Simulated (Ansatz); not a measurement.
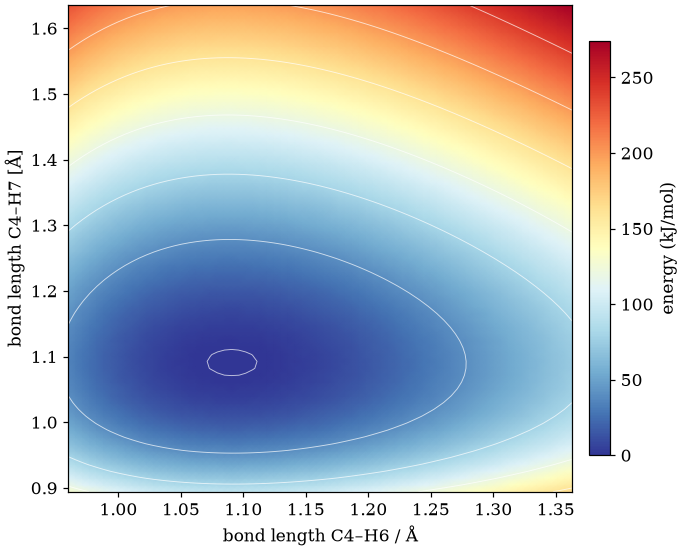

C₂H₂O₃, SMILES O=C1OCO1. Coordinates scanned: (1) bond length C4–H6; (2) bond length C4–H7. Nothing is relaxed (all other coordinates rigid). The scan uses a 15 × 15 grid. Points are written as (first, second). Energies are in kJ/mol, from the lowest grid point. The reference is spin-restricted, which grows unreliable where a bond is stretched far. Level of theory: RKS PBE0-D4/def2-TZVP (Ansatz).

The picture shows a smooth colour map with a few white contour lines. Between grid points the surface is interpolated.

The lowest grid point is at (1.104 Å, 1.106 Å). No other kind of well shows on this grid. The highest grid point, (1.363 Å, 1.636 Å), lies 274 kJ/mol above the lowest. Round the minimum the contours are nearly round: the two directions are equally stiff and uncoupled.

The level of theory is changed to RKS SPW92 (LDA)/def2-TZVP in Ansatz 0.2.0; with it change the reference geometry, relaxed at the new level; the new grid has 15 × 15 points, laid about the new relaxed structure.

> How does the landscape change?

The minimum (interpolated where it lies between grid points) moves from about (1.091 Å, 1.091 Å) to about (1.103 Å, 1.102 Å). The curvature at the minimum changes by less than a tenth (about 31) eV/Å² along bond length C4–H6 and by less than a tenth (about 31) eV/Å² along bond length C4–H7.

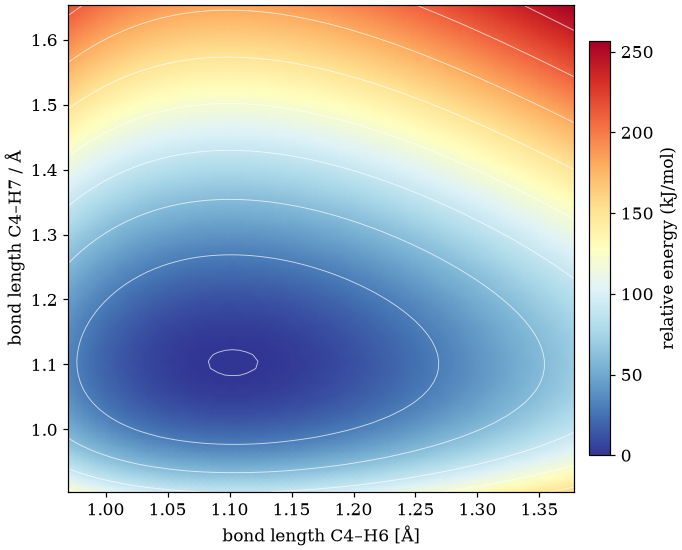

The map after the change, on a colour scale of its own. In the figure: a smooth colour map with a few white contour lines. Between grid points the surface is interpolated.
